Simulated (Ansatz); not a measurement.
Nudged elastic band of C2H9ClOSi2 (part 2 of 2)

The same run, continued: C2H9ClOSi2; RKS PBE-D4/6-31G* (Ansatz 0.2.0). It belongs to a series of runs on one base structure; here: band between the two ends.

Geometry of the input (Å):
```
O  -1.4364  -1.5046  1.6176
Si -0.9067  -0.5563  0.3339
C  0.9155  -0.7738  -0.0730
Si 1.4904  0.3002  -1.5250
C  -1.2544  1.2290  0.8757
Cl -0.0118  1.8202  2.0617
H  -1.1905  -2.4468  1.5624
H  -1.7288  -0.8137  -0.9048
H  1.1348  -1.8297  -0.3186
H  1.5049  -0.5092  0.8236
H  1.1610  1.7436  -1.2815
H  2.9721  0.1827  -1.7360
H  0.8039  -0.1251  -2.7910
H  -2.2373  1.3111  1.3659
H  -1.2386  1.9215  0.0185
```

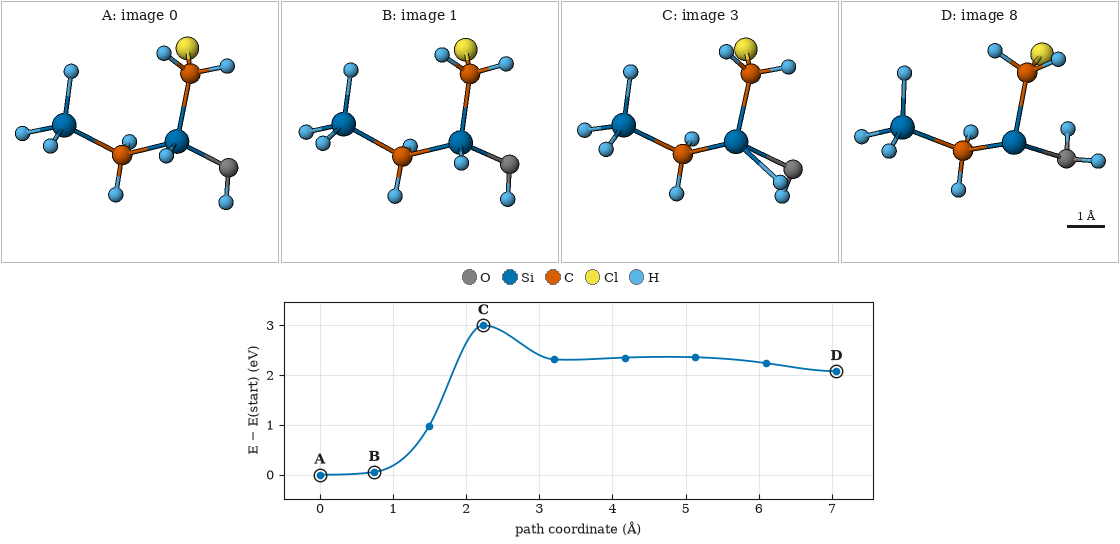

*Images of the last band (counted from 0; ball-and-stick, seen at a tilt) above the energy along the path; the line is a cubic interpolation that uses the forces.*

The highest image is number 3, 2.997 eV above the start and 0.920 eV above the end (the climbing image); the end lies 2.077 eV above the start. The path is 7.06 Å long. The band converged in 24 iterations.

```
Total energy: -32524.14771700 eV, -1195.2403829407 hartree
Atom 0 at    -1.597064    -1.517202     1.495027 Å, force    -0.001815     0.009940    -0.012059 eV/Å
Atom 1 at    -1.049038    -0.411181    -0.032479 Å, force    -0.008362    -0.017773     0.013027 eV/Å
Atom 2 at     0.807476    -0.745295    -0.229516 Å, force     0.005790     0.013265    -0.010146 eV/Å
Atom 3 at     1.628993     0.347490    -1.548137 Å, force    -0.006817    -0.005966     0.008497 eV/Å
Atom 4 at    -1.216323     1.328945     0.749617 Å, force     0.000149    -0.001857     0.001248 eV/Å
Atom 5 at     0.039633     1.707017     2.020971 Å, force    -0.001618    -0.003325     0.002641 eV/Å
Atom 6 at    -0.994452    -2.294955     1.559467 Å, force     0.001719    -0.001116    -0.003692 eV/Å
Atom 7 at    -2.151638    -1.614907     0.329705 Å, force     0.011527     0.004784     0.004666 eV/Å
Atom 8 at     0.980965    -1.799241    -0.512232 Å, force     0.000170    -0.005047     0.001764 eV/Å
Atom 9 at     1.305916    -0.546973     0.738832 Å, force    -0.000323    -0.000621     0.000558 eV/Å
Atom 10 at     1.317551     1.795859    -1.311157 Å, force     0.001268    -0.000448     0.001767 eV/Å
Atom 11 at     3.119866     0.175655    -1.534137 Å, force    -0.000029    -0.001670    -0.001974 eV/Å
Atom 12 at     1.125217    -0.018753    -2.914173 Å, force    -0.000987     0.001126     0.000264 eV/Å
Atom 13 at    -2.199093     1.427174     1.237133 Å, force    -0.000147     0.001187    -0.000948 eV/Å
Atom 14 at    -1.139909     2.115565    -0.019522 Å, force    -0.000525     0.007522    -0.005612 eV/Å
Dipole moment:     0.013457    -0.449978    -0.117104 e Å
this run last wrote the band of iteration 24 to [file]
```

The last band as extended XYZ (Å, eV, eV/Å):
```
15
Properties=species:S:1:pos:R:3:forces:R:3 image=0 energy=-32527.14482
O    -1.4364   -1.5046    1.6176    0.0001   0.0050  -0.0059
Si   -0.9067   -0.5563    0.3339    0.0068  -0.0038   0.0073
C     0.9155   -0.7738   -0.0730   -0.0099   0.0013  -0.0033
Si    1.4904    0.3002   -1.5250   -0.0007  -0.0034   0.0028
C    -1.2544    1.2290    0.8757    0.0040   0.0007  -0.0046
Cl   -0.0118    1.8202    2.0617   -0.0019   0.0015   0.0017
H    -1.1905   -2.4468    1.5624    0.0020  -0.0021  -0.0003
H    -1.7288   -0.8137   -0.9048   -0.0003   0.0010  -0.0015
H     1.1348   -1.8297   -0.3186    0.0021  -0.0026  -0.0018
H     1.5049   -0.5092    0.8236    0.0014   0.0005   0.0010
H     1.1610    1.7436   -1.2815    0.0017   0.0001  -0.0021
H     2.9721    0.1827   -1.7360   -0.0010   0.0021   0.0026
H     0.8039   -0.1251   -2.7910   -0.0020   0.0000   0.0013
H    -2.2373    1.3111    1.3659   -0.0012   0.0012   0.0027
H    -1.2386    1.9215    0.0185   -0.0010  -0.0014   0.0002
15
Properties=species:S:1:pos:R:3:forces:R:3 image=1 energy=-32527.09070
O    -1.2893   -1.4471    1.7680    0.0303  -0.0023   0.0213
Si   -0.9778   -0.5893    0.3548    0.0195  -0.0005   0.0464
C     0.8085   -0.7970   -0.2025    0.0123  -0.0087   0.0208
Si    1.5443    0.3605   -1.5122   -0.0252  -0.0119   0.0077
C    -1.2777    1.2297    0.8160   -0.0019  -0.0233   0.0179
Cl   -0.0114    1.7660    2.0071   -0.0071   0.0397  -0.0099
H    -1.0783   -2.3970    1.6963   -0.0201  -0.0135   0.0562
H    -1.9751   -1.0331   -0.6833    0.0737   0.1447  -0.1719
H     0.9914   -1.8371   -0.5301    0.0022  -0.0200   0.0041
H     1.4026   -0.6397    0.7180    0.0398  -0.0266   0.0034
H     1.2310    1.7999   -1.2286   -0.0308  -0.0096   0.0125
H     3.0399    0.2121   -1.5330   -0.0252   0.0001  -0.0126
H     1.0340    0.0316   -2.8857   -0.0405  -0.0060   0.0111
H    -2.2574    1.3816    1.2946   -0.0086  -0.0082   0.0108
H    -1.2067    1.9081   -0.0501   -0.0183  -0.0538  -0.0177
15
Properties=species:S:1:pos:R:3:forces:R:3 image=2 energy=-32526.17540
O    -1.3560   -1.4337    1.6959    0.9499   0.4134   0.9134
Si   -1.0416   -0.5595    0.2641    0.0145  -0.5827   1.1893
C     0.7729   -0.7577   -0.2573   -0.1132  -0.0516  -0.0839
Si    1.6079    0.3673   -1.5369   -0.1062  -0.0175   0.0045
C    -1.2569    1.2855    0.7676   -0.1498  -0.1359   0.0011
Cl    0.0171    1.6664    2.0199   -0.0757  -0.0351  -0.1086
H    -1.0277   -2.3441    1.5708   -0.0930  -0.0957   0.1815
H    -2.1827   -1.4126   -0.2054   -0.1096   0.7924  -1.9486
H     0.9810   -1.8052   -0.5384    0.0027  -0.0579  -0.0030
H     1.2918   -0.5746    0.7086   -0.0429  -0.0543  -0.0898
H     1.3147    1.8149   -1.2763   -0.0315   0.0000   0.0090
H     3.1031    0.1910   -1.5144   -0.0843  -0.0236   0.0253
H     1.1283    0.0306   -2.9180   -0.0236   0.0164  -0.0294
H    -2.2266    1.4259    1.2637   -0.0998   0.0659   0.0386
H    -1.1472    2.0550   -0.0144   -0.0376  -0.2338  -0.0993
15
Properties=species:S:1:pos:R:3:forces:R:3 image=3 energy=-32524.14768
O    -1.5971   -1.5172    1.4950   -0.0018   0.0099  -0.0121
Si   -1.0490   -0.4112   -0.0325   -0.0084  -0.0178   0.0130
C     0.8075   -0.7453   -0.2295    0.0058   0.0133  -0.0101
Si    1.6290    0.3475   -1.5481   -0.0068  -0.0060   0.0085
C    -1.2163    1.3289    0.7496    0.0001  -0.0019   0.0012
Cl    0.0396    1.7070    2.0210   -0.0016  -0.0033   0.0026
H    -0.9945   -2.2950    1.5595    0.0017  -0.0011  -0.0037
H    -2.1516   -1.6149    0.3297    0.0115   0.0048   0.0047
H     0.9810   -1.7992   -0.5122    0.0002  -0.0050   0.0018
H     1.3059   -0.5470    0.7388   -0.0003  -0.0006   0.0006
H     1.3176    1.7959   -1.3112    0.0013  -0.0004   0.0018
H     3.1199    0.1757   -1.5341    0.0000  -0.0017  -0.0020
H     1.1252   -0.0188   -2.9142   -0.0010   0.0011   0.0003
H    -2.1991    1.4272    1.2371   -0.0001   0.0012  -0.0009
H    -1.1399    2.1156   -0.0195   -0.0005   0.0075  -0.0056
15
Properties=species:S:1:pos:R:3:forces:R:3 image=4 energy=-32524.83028
O    -1.6612   -1.4672    1.3140   -0.0201   0.0108  -0.0330
Si   -1.1298   -0.2749   -0.3489   -0.0148   0.0194  -0.0685
C     0.7404   -0.7210   -0.2557    0.0007   0.0199  -0.0045
Si    1.6491    0.3176   -1.5583   -0.0012  -0.0059   0.0028
C    -1.1785    1.3498    0.6999   -0.0005  -0.0021  -0.0001
Cl    0.0435    1.6042    2.0509    0.0045  -0.0310   0.0229
H    -0.8755   -1.9298    1.6841    0.0217   0.0566   0.0011
H    -2.1926   -2.1491    0.8505   -0.0113  -0.0997   0.0909
H     0.9177   -1.7798   -0.5228   -0.0073   0.0004  -0.0117
H     1.1989   -0.5029    0.7288   -0.0240  -0.0011  -0.0059
H     1.3416    1.7772   -1.3867    0.0077   0.0038  -0.0019
H     3.1388    0.1442   -1.4747    0.0065  -0.0022   0.0100
H     1.2132   -0.0836   -2.9384    0.0145   0.0042  -0.0042
H    -2.1692    1.4571    1.1726    0.0052   0.0005  -0.0074
H    -1.0582    2.2074    0.0143    0.0186   0.0262   0.0095
15
Properties=species:S:1:pos:R:3:forces:R:3 image=5 energy=-32524.79347
O    -1.4273   -1.4403    1.5126   -0.0093   0.0130   0.0079
Si   -1.1561   -0.3889   -0.3369    0.0047  -0.0040  -0.0106
C     0.7349   -0.7506   -0.3159   -0.0039  -0.0024  -0.0007
Si    1.6399    0.3567   -1.5619   -0.0031  -0.0045   0.0028
C    -1.1915    1.3047    0.6084   -0.0078   0.0109  -0.0039
Cl    0.0437    1.6323    1.9258    0.0136   0.0071   0.0047
H    -0.8813   -2.2539    1.4521    0.0285   0.0090   0.0092
H    -2.3577   -1.7512    1.5037   -0.0082  -0.0320  -0.0236
H     0.9508   -1.7945   -0.6133   -0.0074   0.0017   0.0021
H     1.1789   -0.5492    0.6779   -0.0052  -0.0029   0.0017
H     1.3170    1.8058   -1.3415    0.0008  -0.0017   0.0021
H     3.1303    0.1950   -1.4570   -0.0015  -0.0043   0.0010
H     1.2419    0.0080   -2.9684   -0.0030  -0.0001   0.0009
H    -2.1770    1.4613    1.0787    0.0028   0.0069   0.0056
H    -1.0683    2.1141   -0.1349   -0.0009   0.0035   0.0009
15
Properties=species:S:1:pos:R:3:forces:R:3 image=6 energy=-32524.78659
O    -1.2484   -1.5227    1.5620    0.0026  -0.0051  -0.0025
Si   -1.0956   -0.4893   -0.3187   -0.0005  -0.0134  -0.0040
C     0.8076   -0.7331   -0.3401    0.0063   0.0078  -0.0106
Si    1.6323    0.3826   -1.6279   -0.0022  -0.0005   0.0039
C    -1.2163    1.2184    0.6043   -0.0080  -0.0018   0.0063
Cl   -0.0378    1.5941    1.9646   -0.0056  -0.0031   0.0046
H    -1.3690   -2.4653    1.3169   -0.0221  -0.0091  -0.0096
H    -2.1044   -1.2583    1.9649    0.0131   0.0248   0.0202
H     1.0590   -1.7744   -0.6154    0.0041  -0.0012   0.0034
H     1.2483   -0.5034    0.6476    0.0037   0.0011   0.0021
H     1.2927    1.8272   -1.3972    0.0025   0.0030   0.0022
H     3.1289    0.2510   -1.5947    0.0025   0.0010  -0.0042
H     1.1747    0.0258   -3.0145    0.0001   0.0034  -0.0010
H    -2.2215    1.3839    1.0298    0.0014  -0.0037  -0.0049
H    -1.0725    2.0126   -0.1520    0.0020  -0.0032  -0.0057
15
Properties=species:S:1:pos:R:3:forces:R:3 image=7 energy=-32524.90436
O    -1.1779   -1.6085    1.4855    0.0086  -0.0178  -0.0246
Si   -1.0797   -0.5612   -0.3446   -0.0016  -0.0276  -0.0174
C     0.8338   -0.7163   -0.3779    0.0056   0.0060  -0.0108
Si    1.6167    0.4025   -1.6830    0.0030   0.0051  -0.0023
C    -1.2600    1.1361    0.6020   -0.0130  -0.0135   0.0057
Cl   -0.2351    1.3793    2.1276   -0.0560  -0.0494   0.0337
H    -1.8453   -2.3185    1.3905   -0.1126   0.0323   0.0088
H    -1.4897   -1.0060    2.1998    0.1324   0.0640   0.0468
H     1.1033   -1.7569   -0.6379    0.0126   0.0029   0.0030
H     1.2777   -0.4755    0.6057    0.0072   0.0076  -0.0014
H     1.2764    1.8455   -1.4338    0.0045   0.0045  -0.0010
H     3.1149    0.2838   -1.6929    0.0046   0.0053  -0.0087
H     1.1209    0.0540   -3.0583    0.0017   0.0067  -0.0051
H    -2.2936    1.3338    0.9314   -0.0187  -0.0122  -0.0335
H    -0.9843    1.9572   -0.0846    0.0217  -0.0138   0.0069
15
Properties=species:S:1:pos:R:3:forces:R:3 image=8 energy=-32525.06744
O    -1.1737   -1.6542    1.3985   -0.0170  -0.0167  -0.0055
Si   -1.0823   -0.6393   -0.3843    0.0058  -0.0051   0.0111
C     0.8434   -0.7211   -0.3806    0.0036  -0.0002  -0.0006
Si    1.5893    0.4094   -1.7000    0.0004   0.0026  -0.0048
C    -1.3106    1.0490    0.5917   -0.0055   0.0049  -0.0150
Cl   -0.4767    1.1417    2.2662    0.0004   0.0048  -0.0081
H    -2.1117   -1.8587    1.6026    0.0057   0.0008  -0.0043
H    -0.8785   -0.9782    2.0804    0.0072   0.0145   0.0081
H     1.1567   -1.7542   -0.6213   -0.0029   0.0029  -0.0011
H     1.2871   -0.4483    0.5966   -0.0007  -0.0028  -0.0049
H     1.2734    1.8515   -1.4106    0.0015  -0.0018   0.0004
H     3.0855    0.2812   -1.7711   -0.0075   0.0013   0.0028
H     1.0360    0.0938   -3.0611    0.0036   0.0005   0.0037
H    -2.3643    1.2849    0.8113    0.0034  -0.0003   0.0020
H    -0.8953    1.8916    0.0109    0.0019  -0.0054   0.0162
```

Summary:

| quantity | value |
| --- | --- |
| outcome | converged |
| barrier, forward | 2.997 eV |
| barrier, backward | 0.920 eV |
| wall time | 6.2 min (CPU time 12 min) |
| peak memory | 0.2 GiB |

The order of the saddle point was not checked.
